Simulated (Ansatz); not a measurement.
## Nudged elastic band of SiPH₆F (part 2 of 2)

The same run, continued: SiPH₆F; RKS PBE-D4/def2-SVP (Ansatz 0.2.0). The run did not end well. It belongs to a series of runs on one base structure; here: band between the two ends.

Geometry of the input (Å):
```
Si 0.4655  -0.0673  -0.2001
F  0.5272  0.1050  1.4336
H  1.8638  0.0500  -0.7320
H  -0.3981  1.0226  -0.7648
H  -0.1033  -1.4172  -0.5247
P  -3.2557  0.1741  1.6196
H  -2.9816  -0.3474  0.3029
H  -3.3024  -1.1479  2.1916
H  -1.8540  0.3160  1.9181
```

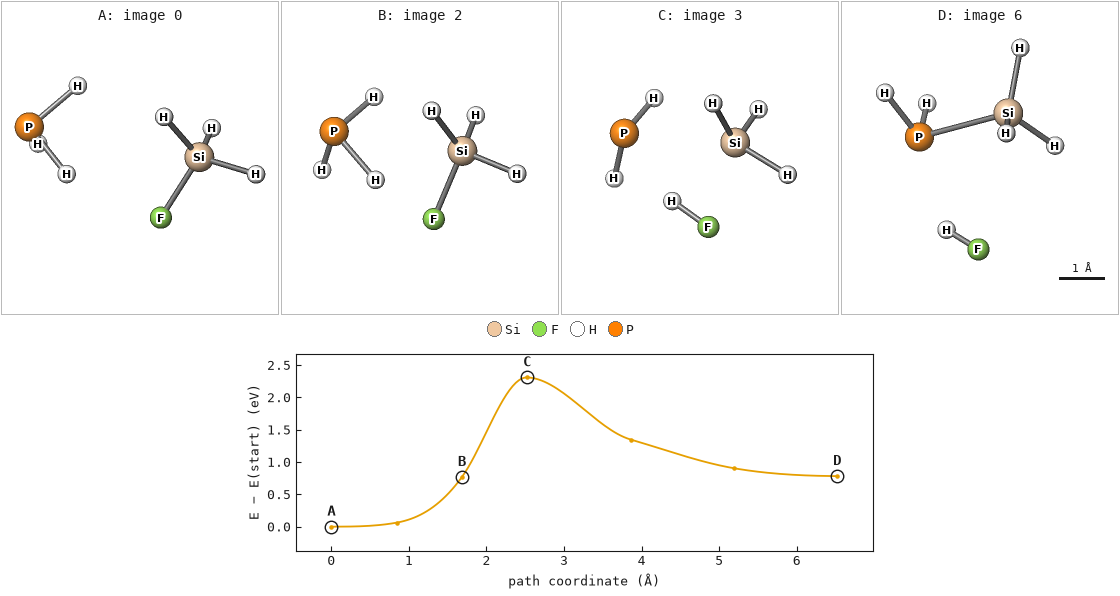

*Images of the last band (counted from 0; ball-and-stick, seen at a tilt) above the energy along the path; the line is a cubic interpolation that uses the forces.*

The highest image is number 3, 2.310 eV above the start and 1.528 eV above the end (the climbing image); the end lies 0.782 eV above the start. The path is 6.52 Å long. The band had not converged after 60 iterations.

```
Unfinished report: {"positions_ang":[[-0.18969990559944208,0.008609143127118619,-0.09432790936726629],[0.10244238290079745,-0.079364767844088,1.915134026748342],[1.3177398953348565,0.011134429172339535,-0.08075434062510466],[-0.5764759335877646,1.2389341235383884,-0.8645691115460644],[-0.5802353232165098,-1.2733647585713075,-0.765837553479057],[-2.619577642970479,0.27152154493620956,0.9808231891252087],[-2.8378293423926286,-0.8961668572716027,0.16702156157294876],[-2.701590596888769,-0.5662641865797987,2.167807946124026],[-0.9533725235800625,-0.027140670507258758,1.8188031814469678]],"unchecked":["starts","cluster_reference","orbital_swaps","neighbouring_geometries","increment"],"mean_field":{"relativity":"none","state":{"energy":{"ev":-19960.25029061505,"hartree":-733.5256686365237},"converged":true,"gradient_ev":0.000015264242909831862,"stability":{"kind":"minimum","curvature_ev":64.00110673865098},"curvature_floor_ev":0.00030000000000000003,"spin_squared":-1.4210854715202004e-14},"others":[],"fillings":{"estimated":0,"unestimated":0,"tried":0,"untried":0,"excluded_magnetic_sites":0},"n_dropped_functions":0,"n_trapped_functions":0,"passes":{"evaluations":2,"products":14},"factors":{"origin":"density fitting in generated functions","count":899,"bound_ev":null},"gradient_stop_ev":0.00009,"reference_kind":"stationary","functional":{"name":"PBE","citations":["Perdew, Burke & Ernzerhof, Phys. Rev. Lett. 77, 3865 (1996) doi:10.1103/PhysRevLett.77.3865"],"text":"name \"PBE\"\ncite \"Perdew, Burke & Ernzerhof, Phys. Rev. Lett. 77, 3865 (1996) doi:10.1103/PhysRevLett.77.3865\"\nparent pbe\nparameter kappa = 0.804\nparameter beta = 0.06672455060314922\nexchange = pbe_x(kappa = kappa, mu = beta*pi^2/3)\ncorrelation = pbe_c(beta = beta)\n","parameters":{"beta":{"value":0.06672455060314922,"default":0.06672455060314922},"kappa":{"value":0.804,"default":0.804}},"final_grid":{"core_spheres":13.0,"valence_spheres":11.0,"degree":36.0},"final_grid_parameter_source":"default","radial_points_factor":1.0,"radial_grid_error_ev":3.125828648923977e-7,"grid_sensitivity":"normal","grid_sensitivity_ratio":0.001870803151768979},"unsmoothed_excess_ev":-0.00003080842487387493,"symmetry":{"irreps":["A"],"axes":[[0.9998096591873504,-0.018863403205036485,-0.004981708060360682],[0.018957780084846925,0.9996275509984711,0.01963063572720391],[0.004609552031274249,-0.01972134134190199,0.9997948893276798]],"occupied":[{"A":22},{"A":22}]},"density_repulsion":{"missed_ev":0.000052275554652395915,"excess_ev":0.000052275554652395915,"most_excess_ev":0.0005719999999999999,"are_drawn_again":false,"n_first_factors":899,"energy_change_ev":0.0,"n_dropped_ends":0},"direct_passes":"host"},"factors":{"origin":"density fitting in generated functions","count":899,"bound_ev":null},"n_frozen":0,"n_occupied":[22,22],"n_virtual":[58,58],"reference":{"ev":-19960.25029061505,"hartree":-733.5256686365237},"dispersion":{"energy":{"ev":-0.16487454043776878,"hartree":-0.006059027605110622},"switches_in_reach":[]},"total":{"ev":-19960.41516515549,"hartree":-733.5317276641288},"forces_ev_per_angstrom":[[-0.017182829228339365,0.008177103958559041,-0.012668072222183496],[-0.007404917550587268,-0.055301315022235606,0.01989858699025817],[-0.021732534689208126,0.050033892656206065,0.021292461894617216],[-0.016272277831553147,-0.008835298569833522,-0.03773512968341215],[0.0276959077499914,-0.010183198355948074,-0.0005203929824462842],[0.0114113986579443,0.017999486702381,-0.022347811197234956],[-0.011597789405227196,-0.0005752992330414529,0.012464000526097823],[0.022454004119162853,0.045902243261421415,-0.0022475215588550392],[0.012629038184798526,-0.04721761539790076,0.021863878233420127]],"charge_distribution":{"dipole_moment_e_ang":[0.06913349724341407,-0.17011134645398526,-0.01391971850786408],"mulliken_charges_e":[0.2711398840559962,-0.19320994028966432,-0.056750016977035855,-0.017747128921574706,-0.02414332470204661,-0.22396024129470327,0.021848449886560428,0.0030252916177250233,0.21979702662472855],"lowdin_charges_e":[0.27365191344764916,0.09940099665901236,-0.08993586705921253,-0.06940714973785411,-0.07203724298278713,0.03370378757515269,-0.036859135281532396,-0.03878662523226106,-0.09973067738819585]},"n_threads":1,"memory_gib":1.7045454550534487,"seconds":{"hamiltonian":1.485468877,"orbitals":0.0,"second_order":0.0,"solver_start":0.0,"cycles":0.0,"cycle":0.0,"perturbative":0.0,"full_ci_increment":0.0,"forces":0.0}}
this run last wrote the band of iteration 60 to [file]
Error: NEB band did not converge after 60 iterations: max|band force component| = 5.27e-1 eV/Å (threshold 3.0e-2); raise `neb.max_iterations` in a new run, which can start from the last band evaluated (`neb.initial_path`, with `crystal.atoms` and `neb.final_atoms` set to its first and last images), add images, or start from endpoints closer to local minima. Where this run's directory can be resumed (`checkpoint.write`), a resume goes on for up to `neb.max_iterations` more; to start a new run from the last band, take its images' positions from the `neb_iteration` event of iteration 60 (`data.images[].positions_ang`), in the event stream of the run that computed that iteration (not this run's, if it was resumed behind it). With `checkpoint.write`, `steps/00-neb/state/checkpoint.json` in the run directory holds the last saved band, under `neb.evaluated.images[].positions_ang` (a band under a hybrid functional on support functions is neither saved nor resumed: `neb.initial_path` says where its path is): check the last entry of `neb.iterations` there, which is earlier than 60 if that iteration was not saved or its write failed. If the band's step has no `state` directory and holds `state.next`, a write was cut short, and the file is under `state.next` instead (behind a loss of power it can be under `state.prev`)
this run wrote the band of iteration 60 to [file] as well, whether or not its events were kept: a new run's `neb.initial_path` can list its `images[].positions_ang`
a run's events are kept only if it was started with --events-out <file>, and are in that file
```

### The last band as extended XYZ (Å, eV, eV/Å)
```
9
Properties=species:S:1:pos:R:3:forces:R:3 image=0 energy=-19962.72540
Si    0.4655   -0.0673   -0.2001    0.0013   0.0000  -0.0008
F     0.5272    0.1050    1.4336    0.0004   0.0023   0.0008
H     1.8638    0.0500   -0.7320   -0.0014  -0.0018   0.0005
H    -0.3981    1.0226   -0.7648   -0.0007  -0.0023  -0.0010
H    -0.1033   -1.4172   -0.5247   -0.0010  -0.0003   0.0015
P    -3.2557    0.1741    1.6196   -0.0005  -0.0010   0.0012
H    -2.9816   -0.3474    0.3029   -0.0008   0.0045   0.0001
H    -3.3024   -1.1479    2.1916    0.0045  -0.0027  -0.0044
H    -1.8540    0.3160    1.9181   -0.0018   0.0013   0.0022
9
Properties=species:S:1:pos:R:3:forces:R:3 image=1 energy=-19962.66315
Si    0.3145   -0.0354   -0.1098    0.0763  -0.0088  -0.0267
F     0.4476   -0.0045    1.5321    0.0539  -0.0012  -0.0355
H     1.7155   -0.0179   -0.6322    0.0632   0.0031  -0.0975
H    -0.4439    1.1752   -0.5758    0.0405  -0.0104   0.0314
H    -0.3992   -1.2835   -0.5380    0.0569  -0.0158   0.0202
P    -3.0641    0.1727    1.3694   -0.0932  -0.0117   0.0500
H    -2.8045   -0.7061    0.2546   -0.0125   0.0290   0.0204
H    -3.1414   -0.9358    2.2838   -0.0889  -0.0503   0.0177
H    -1.6632    0.3231    1.6600   -0.0960   0.0661   0.0200
9
Properties=species:S:1:pos:R:3:forces:R:3 image=2 energy=-19961.95721
Si    0.0815   -0.0227   -0.0420    0.6088  -0.0785   0.1245
F     0.2772   -0.0719    1.6426    0.3650  -0.0260  -0.5788
H     1.5279    0.0020   -0.3180    0.4723   0.0109  -0.4983
H    -0.5664    1.1961   -0.6666    0.0384  -0.1135   0.4367
H    -0.5518   -1.2477   -0.6462    0.1039   0.0322   0.2808
P    -2.7613    0.2476    1.1810   -0.3033  -0.0259   0.3936
H    -2.7651   -0.8411    0.2262    0.1515   0.1184   0.1200
H    -2.9231   -0.6767    2.2618   -0.5399  -0.1703   0.1911
H    -1.3575    0.1024    1.6053   -0.8968   0.2528  -0.4696
9
Properties=species:S:1:pos:R:3:forces:R:3 image=3 energy=-19960.41513
Si   -0.1897    0.0086   -0.0943   -0.0172   0.0082  -0.0127
F     0.1024   -0.0794    1.9151   -0.0074  -0.0553   0.0199
H     1.3177    0.0111   -0.0808   -0.0217   0.0500   0.0213
H    -0.5765    1.2389   -0.8646   -0.0163  -0.0088  -0.0377
H    -0.5802   -1.2734   -0.7658    0.0277  -0.0102  -0.0005
P    -2.6196    0.2715    0.9808    0.0114   0.0180  -0.0223
H    -2.8378   -0.8962    0.1670   -0.0116  -0.0006   0.0125
H    -2.7016   -0.5663    2.1678    0.0225   0.0459  -0.0022
H    -0.9534   -0.0271    1.8188    0.0126  -0.0472   0.0219
9
Properties=species:S:1:pos:R:3:forces:R:3 image=4 energy=-19961.37655
Si   -0.4510   -0.0938   -0.3314   -0.1365  -0.0200  -0.1336
F     0.1549    0.3714    2.4970    0.4868   0.2356   0.4189
H     0.9176   -0.1418    0.2781   -0.1965  -0.0134   0.1520
H    -0.5121    1.1290   -1.1976    0.0284  -0.0239  -0.1760
H    -0.6185   -1.3479   -1.1354   -0.0136  -0.0170  -0.1801
P    -2.4800    0.1927    0.8226    0.0706  -0.0102  -0.0775
H    -3.0158   -0.9153    0.0783   -0.0889   0.0088  -0.0177
H    -2.3106   -0.6805    1.9719    0.2072   0.0042  -0.0865
H    -0.7231    0.1740    2.2607   -0.3576  -0.1643   0.1005
9
Properties=species:S:1:pos:R:3:forces:R:3 image=5 energy=-19961.82187
Si   -0.4567   -0.2926   -0.3736   -0.0175  -0.0381  -0.0380
F     0.0992    0.7861    2.5347    0.5154  -0.0618   0.1701
H     0.8045   -0.4940    0.4041   -0.0392  -0.0528   0.0229
H    -0.3855    1.0078   -1.1256    0.0232  -0.0208  -0.0203
H    -0.6459   -1.4205   -1.3473   -0.0030  -0.0173  -0.0686
P    -2.2677   -0.0441    1.0044    0.0423  -0.0451   0.0302
H    -3.2350   -0.5535    0.0726   -0.0612   0.1019   0.0070
H    -2.1549   -1.2733    1.7311    0.0820  -0.1504  -0.0651
H    -0.7966    0.9721    2.3437   -0.5420   0.2843  -0.0381
9
Properties=species:S:1:pos:R:3:forces:R:3 image=6 energy=-19961.94293
Si   -0.4258   -0.4258   -0.2704   -0.0042  -0.0067   0.0129
F     0.0456    1.5395    2.1513    0.0237   0.0121  -0.0009
H     0.7800   -0.8881    0.4898    0.0097   0.0023  -0.0060
H    -0.2282    0.9560   -0.8164   -0.0014  -0.0027   0.0049
H    -0.7007   -1.3784   -1.4029   -0.0009   0.0011  -0.0004
P    -2.1606   -0.3355    1.2167    0.0104   0.0173  -0.0015
H    -3.2073   -0.1735    0.2480   -0.0186   0.0036  -0.0104
H    -2.3329   -1.7528    1.3648    0.0004  -0.0191   0.0000
H    -0.8086    1.1464    2.2633   -0.0191  -0.0079   0.0015
```

### What the run reported

```json
{"quantity": "outcome", "value": "not converged"}
{"quantity": "barrier, forward (band not converged)", "value": "2.310 eV"}
{"quantity": "barrier, backward", "value": "1.528 eV"}
{"quantity": "hardware", "value": "1 thread of Arm Neoverse V2, 24 GiB of memory available, shared host"}
{"quantity": "wall time", "value": "8.8 min"}
{"quantity": "peak memory", "value": "0.11 GiB"}
```

### Diagnosis

The run did not converge: “NEB band did not converge after 60 iterations: max|band force component| = 5.27e-1 eV/Å (threshold 3.0e-2); raise `neb.max_iterations` in a new run, which can start from the last band evaluated (`neb.initial_path`, with `crystal.atoms` and `neb.final_atoms` set to its first and last images), add images, or start from endpoints closer to local minima …” Its last values are not results.
